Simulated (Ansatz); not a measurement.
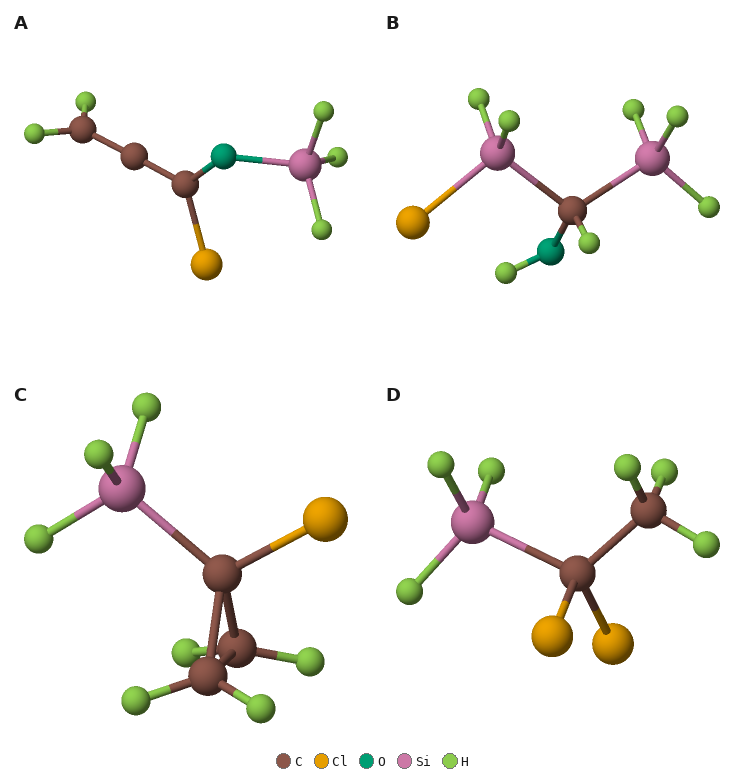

Source: calculation with Ansatz.

### Match each picture to its SMILES.
(1) O[C@@H]([SiH3])[SiH2]Cl
(2) CC([SiH3])(Cl)Cl
(3) C=C=C(Cl)O[SiH3]
(4) [SiH3]C1(Cl)CC1

A is (3), B is (1), C is (4), D is (2).
